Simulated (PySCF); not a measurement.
H8N2OSi2, SMILES `N[SiH](N)O[SiH3]`.

Method: CAM-B3LYP/def2-SVP; geometry: GFN2-xTB; program: PySCF. No frequency check shows the geometry to be a minimum. Without diffuse functions Rydberg states are missing, so the states' numbers hold for this basis only.

Cartesian coordinates (Å):

```
N1       1.2884    1.4789    0.3451
Si2      0.9481   -0.0193   -0.4335
N3       1.8837   -1.1744    0.4310
O4      -0.6684   -0.2241   -0.3841
Si5     -2.1682   -0.0481    0.1766
H6       0.7229    2.2718    0.0893
H7       2.2526    1.7555    0.4230
H8       1.2522   -0.1846   -1.8512
H9       1.7700   -2.1465    0.1988
H10      1.9715   -1.0675    1.4285
H11     -2.1701   -0.1636    1.6362
H12     -2.9203   -1.1317   -0.4542
H13     -2.6545    1.2712   -0.2344
```

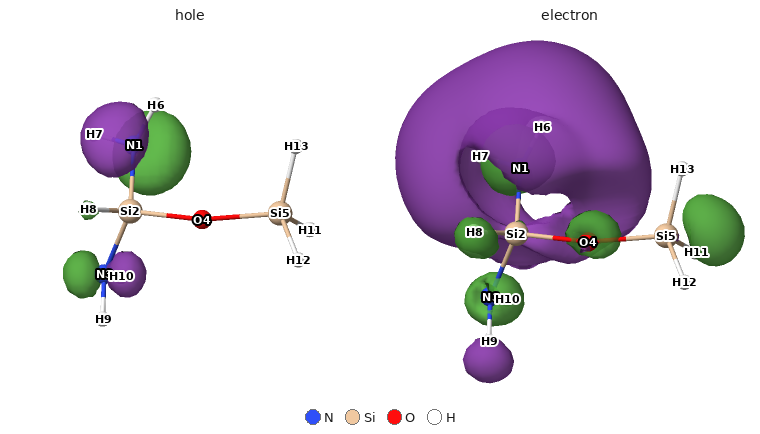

Leading natural transition orbital pair of S₁ (full linear response singlet states); the surfaces enclose about 70 % of each orbital's density.

**Give its energy and the atoms that hole and electron lie on.**

7.31 eV (170 nm), f = 0.014; the leading pair carries 89 %; hole on N1 (56 %), N3 (17 %) and Si2 (11 %), electron on H6 (20 %), H7 (18 %) and N1 (16 %); their centroids lie 0.4 Å apart. In canonical orbitals it is mainly HOMO → LUMO (42 %). The HOMO–LUMO gap is 10.59 eV.

Cost of the run: 7.3 min on 1 thread of Intel(R) Xeon(R) Platinum 8488C (Sapphire Rapids), with other jobs on the host, peak memory 0.81 GiB.
